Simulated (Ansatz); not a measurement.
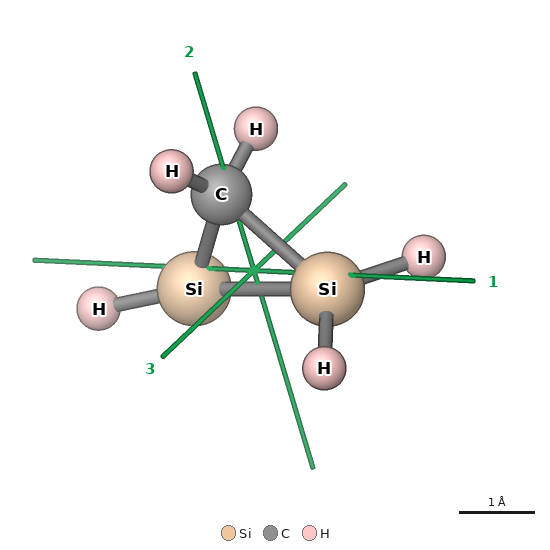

The three principal axes of inertia are drawn and numbered. Atoms fade into the background with distance from the viewer. State: charge +1, singlet. The geometry was computed by an optimisation with PBE0-D4/def2-TZVP. No frequency run is at hand to confirm it as a minimum. Masses are those of the most abundant isotopes; constants are for the rigid equilibrium geometry.

**Which line is the a axis (least moment of inertia), which b and which c?**

a is line 1, b is line 2, c is line 3; the moments are 34.5, 90.6, 115 u Å².

**What kind of rotor is it, and what are its rotational constants in MHz?**

An asymmetric top (C1): A = 14652, B = 5579, C = 4384 MHz. Ray's parameter κ is −0.77, nearer the prolate limit.
